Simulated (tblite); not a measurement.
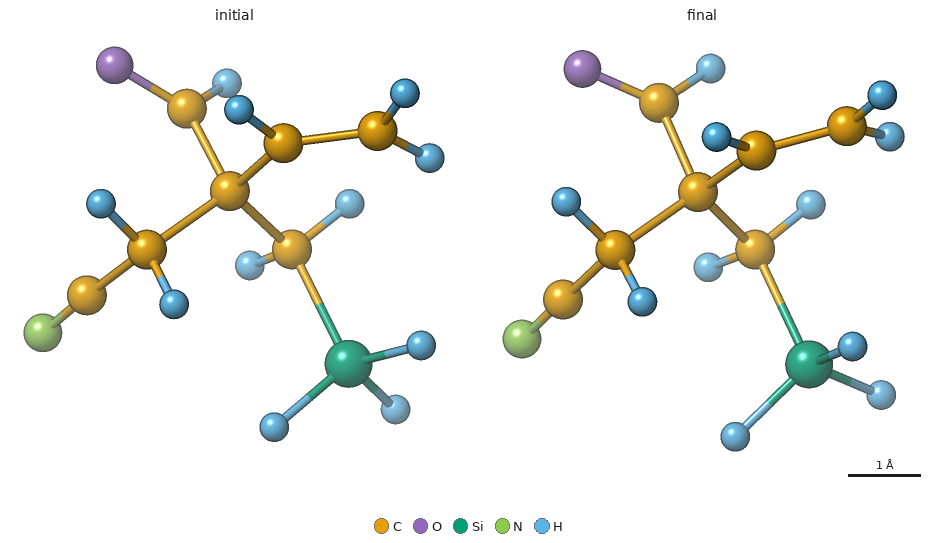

The structure of C7H11NOSi before (left) and after (right) a relaxation, at one scale.

Style: ball-and-stick. Shown at a tilt.

Method: GFN2-xTB geometry optimisation, gas phase (tblite 0.8.0). 

Describe what moved and what it gained.

Answer. The largest move after the best rigid fit is that of an H atom, 0.64 Å. By element the largest moves are H 0.64 Å, C 0.24 Å, N 0.18 Å, Si 0.15 Å, O 0.06 Å. Some distances before and after: C–C 1.566 → 1.529 Å, C–C 1.476 → 1.439 Å, C–O 1.233 → 1.197 Å, C–Si 1.878 → 1.909 Å. Among the angles between lasting bonds that change: C–C–Si 120.0° → 115.1°, C–C–H 115.6° → 119.6°, C–C–H 116.5° → 112.9°. Groups turn about C–Si by about 20°. The energy falls by 0.309 eV in 99 geometry steps. Cost: 1.6 s on 1 thread of Arm Neoverse N1, with other jobs on the host.
